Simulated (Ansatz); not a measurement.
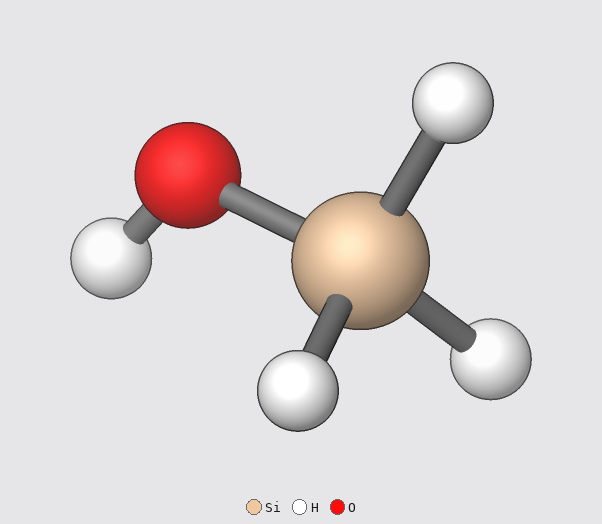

The picture shows a molecular structure as a ball-and-stick model. Every bond is drawn as one stick, whatever its order.

Question: Count the atoms of each element.

Answer: H4OSi, 6 atoms: 4 hydrogen, 1 oxygen and 1 silicon.

Question: How many bonds of each kind are drawn?

Answer: 3 Si–H, 1 O–Si, 1 O–H. Sticks follow a distance rule.

Question: How many sets of symmetry-equivalent atoms are there?

Answer: 5: 1 Si, 2 H, 1 O, 1 H, 1 H.

Question: Give the symmetry (Schoenflies symbol).

Answer: Cs.

The parts below concern this one geometry. Atoms keep their numbers from picture to picture. Computed geometry: PBE0-D4/def2-TZVP optimisation.

**Electronic properties**

Level of theory: RHF-CCSD(T), frozen core/def2-TZVPP (Ansatz 0.2.0).

Question: What is the T1 diagnostic?

Answer: 0.011.

**Thermal motion**

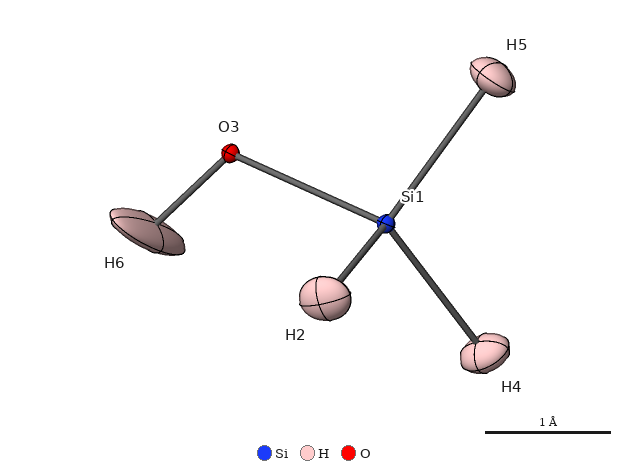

Displacement ellipsoids at the 50 % level, from the internal vibrations of the free molecule (harmonic, no overall translation or rotation; no half-axis is drawn under 0.075 Å). Vibrations computed with RKS PBE0-D4/def2-TZVP (Ansatz 0.2.0). Temperature: 200 K.

Question: Which atom moves most?

Answer: H6, with U_eq = 0.0460 Å².

Question: Does H6 move more along its bond or across it?

Answer: Across it: the root-mean-square amplitude is 0.065 Å along the bond and up to 0.339 Å across, since bending and torsion are softer than stretching.

List U_eq and the three principal root-mean-square amplitudes for each kind of atom.

```
  atom  U_eq (Å²)   rms amplitudes (Å)
   Si1    0.00017  0.011, 0.011, 0.016
H2, H4     0.0143  0.086, 0.120, 0.145
    O3    0.00054  0.012, 0.026, 0.028
    H5     0.0141  0.085, 0.126, 0.138
    H6     0.0460  0.065, 0.138, 0.339
```

**Vibrations**

Harmonic vibrations computed with RKS PBE0-D4/def2-TZVP (Ansatz 0.2.0) at a stationary point of the same level.

Question: List the wavenumbers.

Answer: 12 modes: 196, 680, 719, 848, 908, 947, 967, 993, 2209, 2214, 2261, 3931 cm⁻¹.
